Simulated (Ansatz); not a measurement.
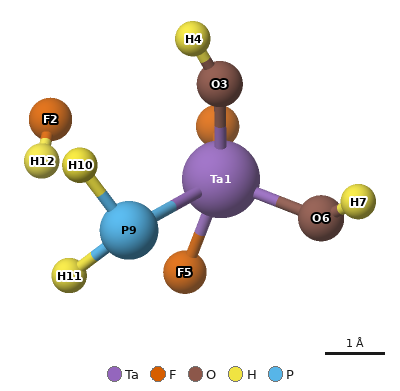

This is the input geometry for a relaxation of TaPH5O2F3. The picture is a ball-and-stick view, seen face on.

The run prepares an end point of a later path (reaction) calculation, from a guessed geometry.

The calculation used Ansatz, RKS PBE/def2-SVP.

Input file:
```yaml
crystal:
  periodic: [false, false, false]
  atoms:
    - { symbol: Ta, position_ang: [-0.356624, 0.532261, 0.237311] }
    - { symbol: F, position_ang: [2.51874, -0.641842, 0.579454] }
    - { symbol: O, position_ang: [-0.47527, -0.181844, 1.9922] }
    - { symbol: H, position_ang: [-0.078672, -0.581232, 2.783109] }
    - { symbol: F, position_ang: [0.384413, 1.288977, -1.348009] }
    - { symbol: O, position_ang: [-2.051223, 1.364464, 0.115996] }
    - { symbol: H, position_ang: [-2.736437, 1.541089, 0.784347] }
    - { symbol: F, position_ang: [-0.234683, -1.178308, -0.573242] }
    - { symbol: P, position_ang: [1.124874, 2.296175, 1.299774] }
    - { symbol: H, position_ang: [1.880927, 1.627719, 2.321303] }
    - { symbol: H, position_ang: [2.21629, 2.521297, 0.393762] }
    - { symbol: H, position_ang: [2.662466, 0.279044, 0.656495] }
basis:
  gaussian: { orbitals: def2-SVP }
hamiltonian:
  xc: pbe
relax:
  f_tol: 0.03
  max_steps: 50
output:
  orbitals: {}
```

Launched with:
```bash
ansatz run input.yaml --threads 4 --pin off --max-ram 5120MiB --backend cpu --events-out ev --progress --plain --runs-dir out
```

> Where does the relaxation end?

F2 moves most after the best rigid fit: 0.61 Å. Largest moves by element: F 0.61 Å, H 0.51 Å, Ta 0.20 Å, O 0.20 Å, P 0.17 Å. Near-neighbour distances that change, for instance: Ta1–F2 3.125 → 2.367 Å, Ta1–H12 3.059 → 2.436 Å, Ta1–P9 2.537 → 2.659 Å, F2–H12 0.935 → 0.994 Å. New bonds form, among them: Ta1–F2 (3.12 → 2.37 Å). Among the angles between lasting bonds that change: F8–Ta1–P9 140.2° → 149.9°, O6–Ta1–F8 115.3° → 108.0°, F5–Ta1–F8 88.7° → 93.2°. The energy falls by 23.6 kJ/mol in 12 accepted moves (13 points after the start). Largest force component: 0.51 eV/Å at the start, 0.016 eV/Å at the end. The line search rejected the trial step at point 11 of the run.

History of the run:

| step | E − E(0), kJ/mol | largest force component, eV/Å | note |
| --- | --- | --- | --- |
| 0 | 0.00 | 0.5066 |  |
| 1 | -7.31 | 0.3952 |  |
| 2 | -14.55 | 0.5181 |  |
| 3 | -19.73 | 0.6259 |  |
| 4 | -21.78 | 0.2249 |  |
| 5 | -22.38 | 0.3085 |  |
| 6 | -22.96 | 0.2543 |  |
| 7 | -23.18 | 0.1440 |  |
| 8 | -23.26 | 0.2129 |  |
| 9 | -23.48 | 0.0550 |  |
| 10 | -23.57 | 0.2069 |  |
| 11 | -23.54 | 0.1340 | rejected |
| 12 | -23.61 | 0.0722 |  |
| 13 | -23.63 | 0.0164 |  |

The structure at the end:

```xyz
12

Ta   -0.2038    0.4094    0.2085
F     2.0003   -0.4463    0.3202
O    -0.3794   -0.2374    1.9865
H    -0.0842   -0.3997    2.8947
F     0.4871    1.2558   -1.3501
O    -1.8894    1.2564    0.0996
H    -2.6343    1.3291    0.7204
F    -0.3402   -1.2787   -0.6410
P     1.2803    2.2923    1.3590
H     2.0239    1.6932    2.4348
H     2.4131    2.5388    0.5108
H     2.1813    0.4548    0.6992
```

After the run, drawn alike:

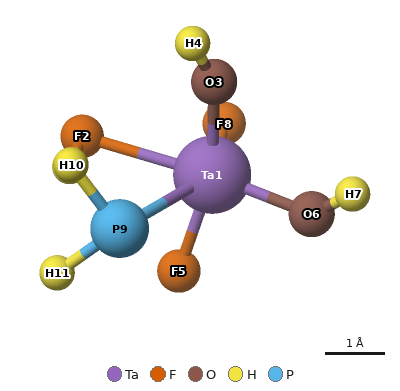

Limits of the set-up: the start holds two separate molecules, 2.3 Å apart at their closest, whose relative position is a soft coordinate and is computed without a dispersion correction.
